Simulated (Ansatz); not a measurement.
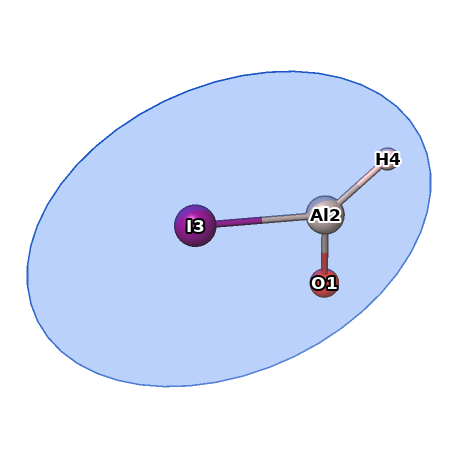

A disc through the centre of mass is drawn in. Atoms fade into the background with distance from the viewer. The species is neutral and a spin doublet. The computed structure is the end point of a PBE-D4/def2-SVP optimisation. No frequency run is at hand to confirm it as a minimum.

Question: Is the plane of the disc a mirror plane of the structure?

Answer: Yes. The reflection leaves O1, Al2, I3, H4 in place. The point group is Cs.
